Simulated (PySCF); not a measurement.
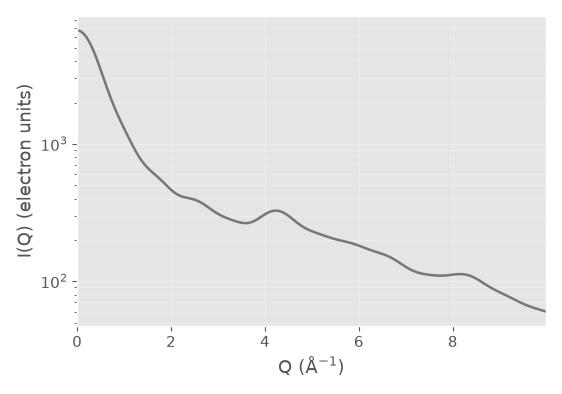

Elastic X-ray scattering of a randomly oriented, rigid molecule, calculated with the Debye equation from neutral-atom form factors (independent atoms, no Compton part, no vibration). The geometry is the end point of an optimisation (PBE0-D3(BJ)/def2-SVP geometry optimisation, gas phase (PySCF)); it may be a saddle point or a higher isomer. It contains Si, O, H.

How many electrons does the independent-atom model of the molecule hold?

I(0) is the square of the electron number: I(0) = 6720, so about 82 electrons, the count of H10O2Si4.

What radius of gyration does the initial fall-off give?

From I(Q) ≈ I(0) exp(−Q²R²/3) at small Q, R ≈ 3.00 Å. It is larger than the electron-weighted radius of the nuclear positions alone (2.90 Å), because each atom's electron cloud adds to it.
